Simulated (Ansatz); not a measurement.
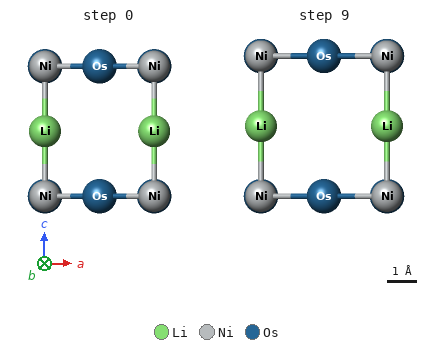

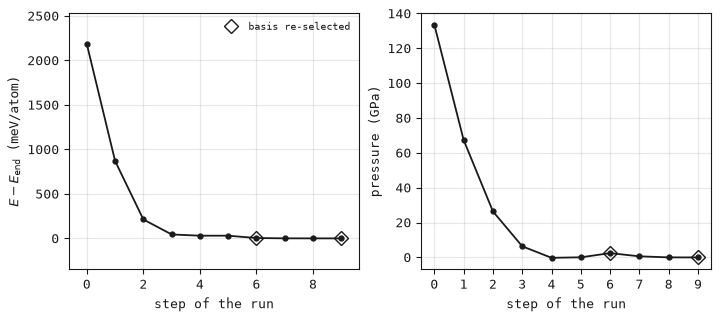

First and last geometry of a relaxation of solid LiNiOs3 (a generated structure, set up in P6/mmm) (coarse preliminary run), with the history of the run. The picture is a ball-and-stick view of the cell of the calculation, seen along the b axis.

The calculation used DFT PBE, scalar-relativistic, plane waves, PAW (Ansatz 0.2.0). Settings: plane-wave cutoff 420 eV; k-point mesh 6 × 6 × 4; occupations gaussian; smearing width 0.1 eV; collinear spin; cell and atoms relaxed; force threshold 0.04 eV/Å; at most 70 steps.

Read the history and describe the run.

It converged. No atom moves by more than 0.005 Å relative to the cell. Cell: a = b 4.349 → 5.020 Å (+15.4 %), c 4.479 → 4.835 Å (+8.0 %). Volume +43.8 %. Among the contacts that change: Os–Os 2.174 → 2.510 Å, Ni–Os 2.174 → 2.510 Å, Li–Ni 2.239 → 2.418 Å. The space group stays P6/mmm (No. 191). After 7 accepted moves (9 points after the start) the energy has fallen by 2183 meV per atom. All forces vanish by symmetry, so only the cell relaxes. The pressure goes from 133.55 to −0.05 GPa. At 2 points the geometry stayed and the basis and grid were re-selected for the new cell (energy shift of 26.1 meV per atom at most each time). The run may lie on a higher electronic state than the lowest, so the end point isn't shown to be the ground-state structure.

```csv
step,"E − E(0), meV/atom","pressure, GPa","volume, Å³/atom",note
0,0.00,133.55,14.672,
1,-1313.41,67.37,16.172,
2,-1970.22,26.36,17.993,
3,-2138.42,6.34,19.618,
4,-2152.36,-0.27,20.289,
5,-2152.43,0.02,20.292,
6,-2178.49,2.42,20.292,"same geometry, new basis"
7,-2182.01,0.58,20.802,
8,-2182.43,-0.02,21.104,
9,-2182.62,-0.05,21.104,"same geometry, new basis"
```
